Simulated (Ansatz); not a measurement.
**AlHCl₂F: molecular dynamics (part 4 of 4)**

Continued. System: AlHCl₂F, multiplicity 2. Method: UKS PBE-D4/def2-SVP (Ansatz 0.2.0). It belongs to a series of runs on one base structure; here: dynamics from the highest image of the converged band.

Geometry of the input (Å):
```
Al -0.1270  -0.0047  0.7502
Cl 1.6219  0.0385  2.3866
H  0.8608  -0.0172  -0.4837
Cl -2.1195  -0.0383  -0.1307
F  -0.8164  0.0216  2.3426
```

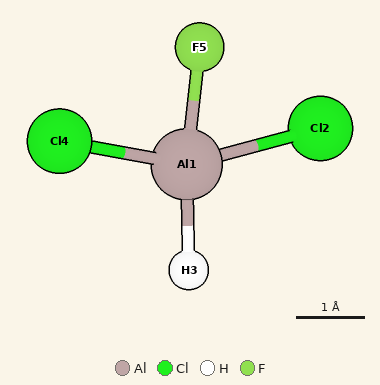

The geometry at step 164 of the log (ball-and-stick view, seen at a tilt; atoms are numbered from 1 in the order of the input).

Trajectory as extended XYZ, continued
```
5
Properties=species:S:1:pos:R:3:forces:R:3 step=127 time_fs=63.5 energy=-34348.53725 temperature=25.0
Al   -0.0973   -0.0166    0.7146    0.4310   0.1453   0.3314
Cl    1.5973    0.0423    2.3908   -0.0675  -0.0390  -0.1256
H     0.8597    0.0393   -0.5329    0.0884  -0.0395  -0.0507
Cl   -2.0952   -0.0327   -0.0694   -0.5499  -0.0535  -0.4072
F    -0.8580    0.0180    2.2735    0.0980  -0.0134   0.2520
5
Properties=species:S:1:pos:R:3:forces:R:3 step=130 time_fs=65.0 energy=-34348.53999 temperature=32.1
Al   -0.0952   -0.0164    0.7166    0.3866   0.1425   0.3301
Cl    1.5983    0.0423    2.3902   -0.0684  -0.0383  -0.1253
H     0.8597    0.0377   -0.5320    0.0901  -0.0387  -0.0572
Cl   -2.0967   -0.0327   -0.0706   -0.5042  -0.0519  -0.3826
F    -0.8599    0.0179    2.2739    0.0959  -0.0136   0.2350
5
Properties=species:S:1:pos:R:3:forces:R:3 step=132 time_fs=66.0 energy=-34348.54214 temperature=37.6
Al   -0.0936   -0.0163    0.7182    0.3626   0.1400   0.3158
Cl    1.5988    0.0424    2.3897   -0.0681  -0.0376  -0.1245
H     0.8607    0.0362   -0.5321    0.0803  -0.0384  -0.0491
Cl   -2.0979   -0.0327   -0.0715   -0.4686  -0.0504  -0.3639
F    -0.8611    0.0178    2.2743    0.0937  -0.0137   0.2217
5
Properties=species:S:1:pos:R:3:forces:R:3 step=135 time_fs=67.5 energy=-34348.54564 temperature=46.6
Al   -0.0910   -0.0160    0.7206    0.3333   0.1354   0.2776
Cl    1.5997    0.0423    2.3890   -0.0662  -0.0361  -0.1224
H     0.8636    0.0331   -0.5331    0.0522  -0.0382  -0.0215
Cl   -2.0999   -0.0328   -0.0730   -0.4087  -0.0475  -0.3328
F    -0.8628    0.0177    2.2752    0.0894  -0.0137   0.1991
5
Properties=species:S:1:pos:R:3:forces:R:3 step=138 time_fs=69.0 energy=-34348.54908 temperature=55.5
Al   -0.0882   -0.0156    0.7233    0.3066   0.1292   0.2280
Cl    1.6005    0.0423    2.3882   -0.0625  -0.0340  -0.1191
H     0.8676    0.0293   -0.5345    0.0150  -0.0376   0.0162
Cl   -2.1022   -0.0329   -0.0748   -0.3429  -0.0440  -0.2986
F    -0.8643    0.0175    2.2762    0.0839  -0.0135   0.1735
5
Properties=species:S:1:pos:R:3:forces:R:3 step=140 time_fs=70.0 energy=-34348.55121 temperature=61.0
Al   -0.0861   -0.0153    0.7252    0.2863   0.1240   0.1948
Cl    1.6011    0.0423    2.3876   -0.0591  -0.0324  -0.1163
H     0.8706    0.0263   -0.5353   -0.0101  -0.0368   0.0410
Cl   -2.1038   -0.0329   -0.0761   -0.2967  -0.0414  -0.2744
F    -0.8654    0.0174    2.2770    0.0797  -0.0134   0.1549
5
Properties=species:S:1:pos:R:3:forces:R:3 step=143 time_fs=71.5 energy=-34348.55406 temperature=68.4
Al   -0.0829   -0.0147    0.7282    0.2464   0.1143   0.1535
Cl    1.6018    0.0422    2.3867   -0.0525  -0.0296  -0.1109
H     0.8747    0.0211   -0.5357   -0.0414  -0.0347   0.0691
Cl   -2.1064   -0.0330   -0.0781   -0.2254  -0.0370  -0.2364
F    -0.8668    0.0172    2.2784    0.0729  -0.0130   0.1247
5
Properties=species:S:1:pos:R:3:forces:R:3 step=145 time_fs=72.5 energy=-34348.55578 temperature=72.8
Al   -0.0806   -0.0143    0.7302    0.2113   0.1067   0.1354
Cl    1.6023    0.0422    2.3860   -0.0470  -0.0274  -0.1065
H     0.8770    0.0173   -0.5352   -0.0550  -0.0327   0.0781
Cl   -2.1082   -0.0331   -0.0796   -0.1772  -0.0338  -0.2102
F    -0.8677    0.0170    2.2794    0.0680  -0.0127   0.1032
5
Properties=species:S:1:pos:R:3:forces:R:3 step=148 time_fs=74.0 energy=-34348.55808 temperature=78.7
Al   -0.0770   -0.0136    0.7334    0.1444   0.0936   0.1258
Cl    1.6030    0.0421    2.3850   -0.0374  -0.0238  -0.0989
H     0.8795    0.0109   -0.5330   -0.0617  -0.0289   0.0738
Cl   -2.1110   -0.0333   -0.0818   -0.1055  -0.0287  -0.1702
F    -0.8690    0.0168    2.2810    0.0603  -0.0122   0.0695
5
Properties=species:S:1:pos:R:3:forces:R:3 step=151 time_fs=75.5 energy=-34348.55997 temperature=83.6
Al   -0.0733   -0.0128    0.7366    0.0621   0.0790   0.1363
Cl    1.6037    0.0420    2.3839   -0.0261  -0.0198  -0.0902
H     0.8806    0.0039   -0.5293   -0.0524  -0.0245   0.0488
Cl   -2.1138   -0.0334   -0.0842   -0.0355  -0.0232  -0.1299
F    -0.8702    0.0166    2.2826    0.0518  -0.0115   0.0350
5
Properties=species:S:1:pos:R:3:forces:R:3 step=153 time_fs=76.5 energy=-34348.56090 temperature=86.0
Al   -0.0709   -0.0122    0.7389    0.0016   0.0686   0.1516
Cl    1.6041    0.0419    2.3831   -0.0176  -0.0169  -0.0838
H     0.8807   -0.0011   -0.5262   -0.0393  -0.0214   0.0233
Cl   -2.1157   -0.0336   -0.0858    0.0097  -0.0194  -0.1033
F    -0.8710    0.0164    2.2837    0.0457  -0.0110   0.0121
5
Properties=species:S:1:pos:R:3:forces:R:3 step=156 time_fs=78.0 energy=-34348.56165 temperature=87.9
Al   -0.0671   -0.0113    0.7423   -0.0913   0.0526   0.1792
Cl    1.6048    0.0418    2.3819   -0.0038  -0.0123  -0.0737
H     0.8803   -0.0089   -0.5212   -0.0147  -0.0169  -0.0209
Cl   -2.1186   -0.0338   -0.0883    0.0744  -0.0134  -0.0639
F    -0.8722    0.0161    2.2854    0.0353  -0.0101  -0.0208
5
Properties=species:S:1:pos:R:3:forces:R:3 step=158 time_fs=79.0 energy=-34348.56172 temperature=88.1
Al   -0.0647   -0.0107    0.7447   -0.1500   0.0417   0.1952
Cl    1.6052    0.0417    2.3811    0.0060  -0.0090  -0.0667
H     0.8798   -0.0143   -0.5180    0.0012  -0.0141  -0.0490
Cl   -2.1205   -0.0339   -0.0900    0.1153  -0.0093  -0.0384
F    -0.8729    0.0160    2.2866    0.0275  -0.0093  -0.0410
5
Properties=species:S:1:pos:R:3:forces:R:3 step=161 time_fs=80.5 energy=-34348.56131 temperature=87.0
Al   -0.0611   -0.0098    0.7484   -0.2260   0.0252   0.2062
Cl    1.6059    0.0415    2.3798    0.0217  -0.0039  -0.0563
H     0.8790   -0.0227   -0.5143    0.0176  -0.0101  -0.0803
Cl   -2.1233   -0.0341   -0.0926    0.1729  -0.0031  -0.0016
F    -0.8740    0.0157    2.2882    0.0139  -0.0081  -0.0680
5
Properties=species:S:1:pos:R:3:forces:R:3 step=164 time_fs=82.0 energy=-34348.56052 temperature=85.0
Al   -0.0578   -0.0088    0.7523   -0.2808   0.0081   0.1932
Cl    1.6066    0.0414    2.3785    0.0380   0.0014  -0.0461
H     0.8787   -0.0313   -0.5122    0.0195  -0.0060  -0.0905
Cl   -2.1259   -0.0343   -0.0951    0.2254   0.0032   0.0333
F    -0.8751    0.0154    2.2898   -0.0020  -0.0068  -0.0899
5
Properties=species:S:1:pos:R:3:forces:R:3 step=166 time_fs=83.0 energy=-34348.55986 temperature=83.3
Al   -0.0556   -0.0081    0.7550   -0.3043  -0.0036   0.1694
Cl    1.6071    0.0413    2.3777    0.0491   0.0050  -0.0395
H     0.8786   -0.0371   -0.5119    0.0117  -0.0030  -0.0839
Cl   -2.1276   -0.0344   -0.0968    0.2574   0.0074   0.0554
F    -0.8758    0.0152    2.2908   -0.0139  -0.0058  -0.1013
5
Properties=species:S:1:pos:R:3:forces:R:3 step=169 time_fs=84.5 energy=-34348.55868 temperature=80.3
Al   -0.0526   -0.0071    0.7591   -0.3219  -0.0218   0.1139
Cl    1.6078    0.0412    2.3763    0.0661   0.0104  -0.0301
H     0.8788   -0.0458   -0.5129   -0.0113   0.0022  -0.0565
Cl   -2.1301   -0.0346   -0.0993    0.3008   0.0135   0.0865
F    -0.8769    0.0149    2.2922   -0.0336  -0.0043  -0.1137
5
Properties=species:S:1:pos:R:3:forces:R:3 step=171 time_fs=85.5 energy=-34348.55771 temperature=77.8
Al   -0.0508   -0.0065    0.7619   -0.3249  -0.0343   0.0677
Cl    1.6083    0.0411    2.3754    0.0774   0.0139  -0.0242
H     0.8788   -0.0516   -0.5143   -0.0311   0.0060  -0.0304
Cl   -2.1316   -0.0348   -0.1010    0.3264   0.0176   0.1058
F    -0.8776    0.0147    2.2930   -0.0478  -0.0032  -0.1190
5
Properties=species:S:1:pos:R:3:forces:R:3 step=174 time_fs=87.0 energy=-34348.55595 temperature=73.2
Al   -0.0482   -0.0056    0.7661   -0.3231  -0.0533  -0.0059
Cl    1.6091    0.0410    2.3741    0.0942   0.0192  -0.0156
H     0.8781   -0.0602   -0.5168   -0.0609   0.0123   0.0115
Cl   -2.1337   -0.0349   -0.1034    0.3598   0.0234   0.1328
F    -0.8788    0.0144    2.2942   -0.0700  -0.0016  -0.1229
5
Properties=species:S:1:pos:R:3:forces:R:3 step=177 time_fs=88.5 energy=-34348.55396 temperature=68.1
Al   -0.0459   -0.0047    0.7704   -0.3219  -0.0718  -0.0731
Cl    1.6099    0.0408    2.3727    0.1105   0.0243  -0.0076
H     0.8762   -0.0686   -0.5191   -0.0829   0.0186   0.0461
Cl   -2.1356   -0.0351   -0.1057    0.3870   0.0289   0.1573
F    -0.8800    0.0141    2.2952   -0.0927   0.0000  -0.1227
5
Properties=species:S:1:pos:R:3:forces:R:3 step=179 time_fs=89.5 energy=-34348.55264 temperature=64.7
Al   -0.0445   -0.0041    0.7732   -0.3250  -0.0834  -0.1091
Cl    1.6105    0.0408    2.3718    0.1210   0.0275  -0.0025
H     0.8740   -0.0739   -0.5201   -0.0899   0.0223   0.0602
Cl   -2.1367   -0.0352   -0.1072    0.4017   0.0325   0.1722
F    -0.8809    0.0139    2.2958   -0.1077   0.0011  -0.1209
5
Properties=species:S:1:pos:R:3:forces:R:3 step=182 time_fs=91.0 energy=-34348.55084 temperature=60.1
Al   -0.0427   -0.0033    0.7773   -0.3382  -0.0992  -0.1454
Cl    1.6115    0.0407    2.3704    0.1358   0.0322   0.0049
H     0.8690   -0.0815   -0.5205   -0.0865   0.0269   0.0639
Cl   -2.1382   -0.0354   -0.1094    0.4186   0.0375   0.1925
F    -0.8823    0.0136    2.2966   -0.1297   0.0026  -0.1160
5
Properties=species:S:1:pos:R:3:forces:R:3 step=184 time_fs=92.0 energy=-34348.54980 temperature=57.4
Al   -0.0416   -0.0028    0.7800   -0.3528  -0.1084  -0.1570
Cl    1.6122    0.0406    2.3695    0.1449   0.0352   0.0094
H     0.8646   -0.0863   -0.5201   -0.0749   0.0290   0.0545
Cl   -2.1390   -0.0354   -0.1108    0.4266   0.0406   0.2046
F    -0.8834    0.0134    2.2971   -0.1437   0.0036  -0.1115
5
Properties=species:S:1:pos:R:3:forces:R:3 step=187 time_fs=93.5 energy=-34348.54841 temperature=53.8
Al   -0.0402   -0.0022    0.7839   -0.3811  -0.1199  -0.1585
Cl    1.6133    0.0406    2.3681    0.1570   0.0393   0.0156
H     0.8568   -0.0929   -0.5184   -0.0462   0.0307   0.0254
Cl   -2.1401   -0.0355   -0.1127    0.4339   0.0450   0.2206
F    -0.8851    0.0131    2.2977   -0.1636   0.0049  -0.1032
5
Properties=species:S:1:pos:R:3:forces:R:3 step=190 time_fs=95.0 energy=-34348.54709 temperature=50.4
Al   -0.0391   -0.0016    0.7877   -0.4112  -0.1291  -0.1483
Cl    1.6145    0.0406    2.3667    0.1670   0.0431   0.0208
H     0.8480   -0.0988   -0.5163   -0.0101   0.0309  -0.0137
Cl   -2.1408   -0.0356   -0.1146    0.4360   0.0489   0.2341
F    -0.8869    0.0128    2.2981   -0.1818   0.0062  -0.0929
5
Properties=species:S:1:pos:R:3:forces:R:3 step=192 time_fs=96.0 energy=-34348.54623 temperature=48.2
Al   -0.0386   -0.0013    0.7901   -0.4283  -0.1341  -0.1409
Cl    1.6154    0.0406    2.3658    0.1723   0.0453   0.0236
H     0.8419   -0.1024   -0.5150    0.0140   0.0306  -0.0394
Cl   -2.1412   -0.0356   -0.1157    0.4349   0.0513   0.2417
F    -0.8883    0.0126    2.2984   -0.1929   0.0070  -0.0850
5
Properties=species:S:1:pos:R:3:forces:R:3 step=195 time_fs=97.5 energy=-34348.54508 temperature=45.2
Al   -0.0380   -0.0009    0.7937   -0.4432  -0.1409  -0.1380
Cl    1.6168    0.0406    2.3645    0.1779   0.0483   0.0267
H     0.8332   -0.1073   -0.5138    0.0435   0.0303  -0.0684
Cl   -2.1416   -0.0357   -0.1173    0.4301   0.0544   0.2509
F    -0.8905    0.0123    2.2987   -0.2082   0.0080  -0.0712
5
Properties=species:S:1:pos:R:3:forces:R:3 step=197 time_fs=98.5 energy=-34348.54450 temperature=43.7
Al   -0.0379   -0.0007    0.7960   -0.4434  -0.1452  -0.1458
Cl    1.6178    0.0406    2.3636    0.1799   0.0499   0.0279
H     0.8278   -0.1101   -0.5137    0.0557   0.0305  -0.0768
Cl   -2.1416   -0.0357   -0.1182    0.4251   0.0561   0.2557
F    -0.8922    0.0121    2.2988   -0.2172   0.0086  -0.0610
5
Properties=species:S:1:pos:R:3:forces:R:3 step=200 time_fs=100.0 energy=-34348.54405 temperature=42.6
Al   -0.0379   -0.0005    0.7994   -0.4272  -0.1517  -0.1755
Cl    1.6193    0.0407    2.3623    0.1801   0.0519   0.0286
H     0.8208   -0.1139   -0.5150    0.0605   0.0322  -0.0695
Cl   -2.1415   -0.0356   -0.1196    0.4153   0.0583   0.2606
F    -0.8948    0.0118    2.2990   -0.2287   0.0093  -0.0443
```

Results in brief

```json
{"quantity": "outcome", "value": "finished"}
{"quantity": "mean temperature over the second half", "value": "53 K"}
{"quantity": "trajectory", "value": "200 steps, 100 fs"}
{"quantity": "ensemble", "value": "nve"}
{"quantity": "temperature in the input", "value": "100.0 K"}
{"quantity": "time step", "value": "0.5 fs"}
{"quantity": "potential energy (last step)", "value": "−34348.5441 eV"}
{"quantity": "mean-field energy (last step)", "value": "−34348.4309 eV"}
{"quantity": "⟨S²⟩ (last step)", "value": "0.751"}
{"quantity": "largest force (length of the vector) (last step)", "value": "0.494 eV/Å"}
{"quantity": "hardware", "value": "2 threads of Arm Neoverse V2, 24 GiB of memory available, shared host"}
{"quantity": "wall time", "value": "4.8 min (CPU time 9.4 min)"}
{"quantity": "peak memory", "value": "0.15 GiB"}
```

Remarks

So short a trajectory is not equilibrated.
